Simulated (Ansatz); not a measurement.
```sh
ansatz run in.yaml --threads 2 --pin off --events-out ev --progress --plain --max-ram 4352MiB
```

```yaml
crystal:
  periodic: [false, false, false]
  atoms:
    - {symbol: C, position_ang: [-0.517867, 0.565604, -0.199286]}
    - {symbol: C, position_ang: [0.453391, -0.487835, 0.156517]}
    - {symbol: C, position_ang: [0.760393, -1.821284, 0.158849]}
    - {symbol: C, position_ang: [1.663870, -0.799153, 0.713811]}
    - {symbol: H, position_ang: [-1.142804, 0.280419, -1.056622]}
    - {symbol: H, position_ang: [-1.191677, 0.740266, 0.648129]}
    - {symbol: H, position_ang: [-0.025307, 1.521993, -0.421418]}
basis:
  gaussian: {orbitals: "def2-TZVPPD.json"}
total_charge: -1
hamiltonian: {xc: r2scan, dispersion: d4}
```

What structure does this define?

The species is C₄H₃⁻. Coordination, clear cases only: 1 C tetrahedral.

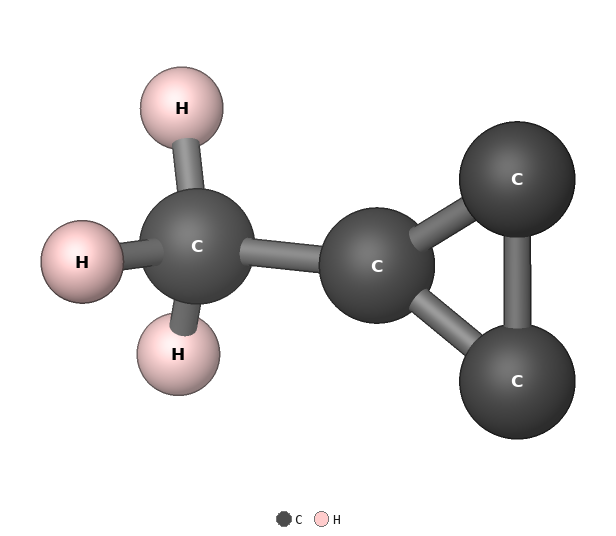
